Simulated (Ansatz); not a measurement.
Cubic perovskite CsSnI3 (cubic high-temperature phase), treated with r²SCAN in Ansatz (plane waves, PAW).

Run with plane-wave cutoff 560 eV, 6×6×6 k mesh, Fermi–Dirac smearing 0.01 eV, scalar-relativistic PAW data made under PBE.

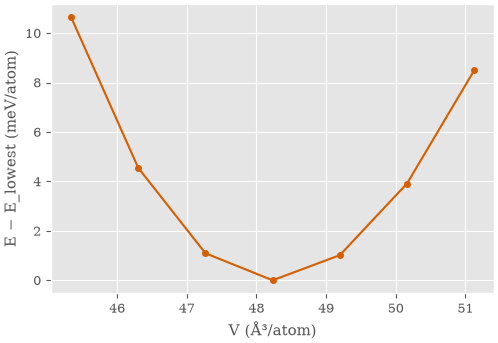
*Total energy against volume*

Problem. From the curve, estimate the equilibrium volume and the bulk modulus.

Solution. V0 ≈ 48.2 Å³/atom and B0 ≈ 17 GPa; the fit gives V0 = 48.233 Å³/atom, B0 = 17.5 GPa, B′ = 4.7.

Note: the relaxation could not lower the start's symmetry, so the cell can be a saddle point above a distorted one.

Spin–orbit coupling is not included.

Ansatz is a program for electronic structure.
